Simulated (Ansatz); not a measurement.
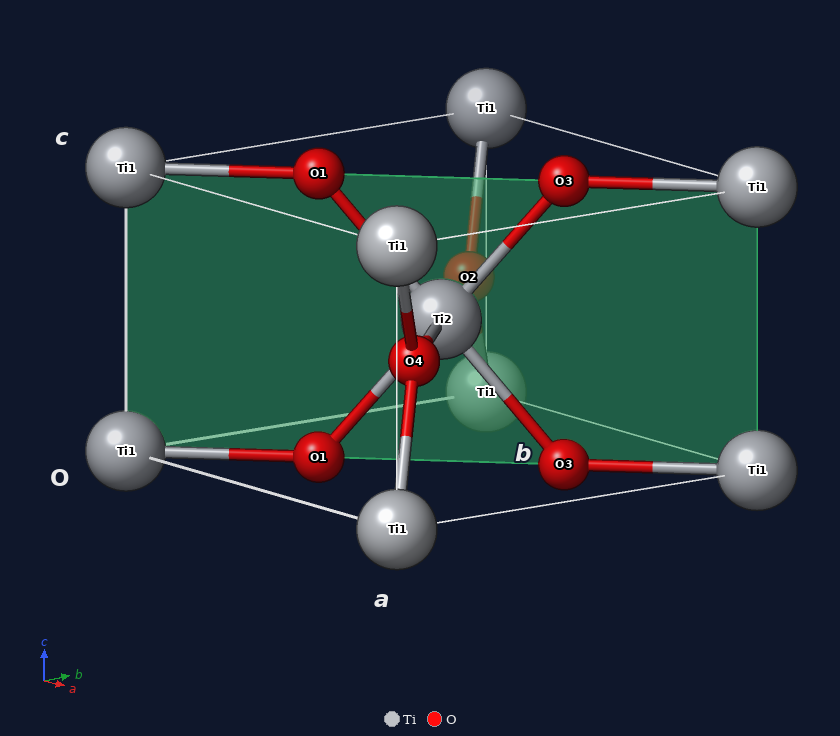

Crystal: TiO2, the input geometry of an electronic-structure calculation (not necessarily at equilibrium). The shaded plane is a symmetry element of the crystal. The drawing is computed from the coordinates (standard cell, symmetry found to 0.002 Å).

a = 4.594 Å, b = 4.594 Å, c = 2.959 Å, α = 90.00°, β = 90.00°, γ = 90.00°.

```json
{"atom": "Ti1", "x": "0.0000", "y": "0.0000", "z": "0.0000"}
{"atom": "Ti2", "x": "0.5000", "y": "0.5000", "z": "0.5000"}
{"atom": "O1", "x": "0.3057", "y": "0.3057", "z": "0.0000"}
{"atom": "O2", "x": "0.1943", "y": "0.8057", "z": "0.5000"}
{"atom": "O3", "x": "0.6943", "y": "0.6943", "z": "0.0000"}
{"atom": "O4", "x": "0.8057", "y": "0.1943", "z": "0.5000"}
```

**Is it a mirror or a glide plane, and what is the operation?**

It is a mirror plane, parallel to (1 −1 0), through (1/2, 1/2, 1/2): x, y, z → y, x, z.

**Onto which atom does it carry each atom (up to whole multiples of a, b and c)?**

Ti1 → Ti1, Ti2 → Ti2, O1 → O1, O2 → O4, O3 → O3, O4 → O2.
